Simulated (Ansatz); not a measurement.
# Fields on a plane of K4BeAs2 (space group R-3m)

```yaml
crystal:
  lattice:
    - [2.83737, 1.63816, 8.62074]
    - [-2.83737, 1.63816, 8.62074]
    - [0.00000, -3.27631, 8.62074]
  atoms:
    - { symbol: K, position: [0.62395, 0.62395, 0.62395] }
    - { symbol: K, position: [0.37605, 0.37605, 0.37605] }
    - { symbol: K, position: [0.20853, 0.20853, 0.20853] }
    - { symbol: K, position: [0.79147, 0.79147, 0.79147] }
    - { symbol: Be, position: [0.00000, 0.00000, 0.00000] }
    - { symbol: As, position: [0.91997, 0.91997, 0.91997] }
    - { symbol: As, position: [0.08003, 0.08003, 0.08003] }
```

The slice is a (0001) plane (indices of the conventional cell) through the point (0.208, 0.208, 0.208) (fractional), spanned by u = [1 0 -1] and v = [-1 2 -1] in vectors of this cell: u (5.67 Å) and v (9.83 Å, at 90° to u). It covers one period; positions are fractions (u, v).

Atoms on it: K at (0.00, 0.00); K at (0.50, 0.50).

These are r2SCAN (plane waves to 500 eV, PAW, scalar-relativistic; Ansatz, an electronic-structure program) values and carry that method's errors. k mesh 7×7×7. Inside the PAW spheres the values are not all-electron values, and peaks at nuclei hang on which shells count as valence. K4BeAs2 was relaxed with its symmetry unable to fall.

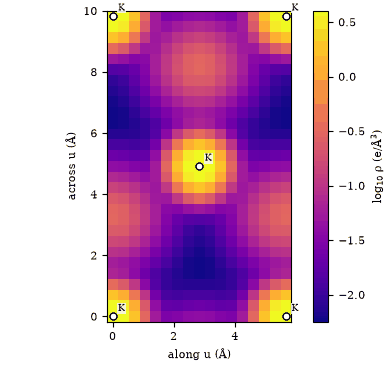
Figure. Log₁₀ of the valence density in e/Å³, one period of the plane, atoms marked. The scale is logarithmic, as a density can span decades between atoms and voids.

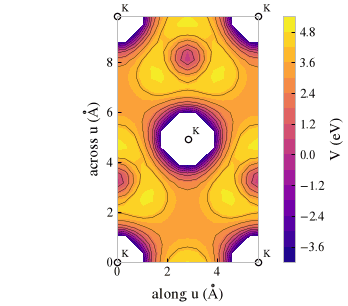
*Electrostatic potential energy of an electron, from the cell's mean, in eV, one period of the plane, atoms marked. Points within 0.9 Å of a nucleus are left white, as the pseudised field means little there. Values under -4 eV are set to -4. The zero, the cell's mean, hangs on the PAW cores.*
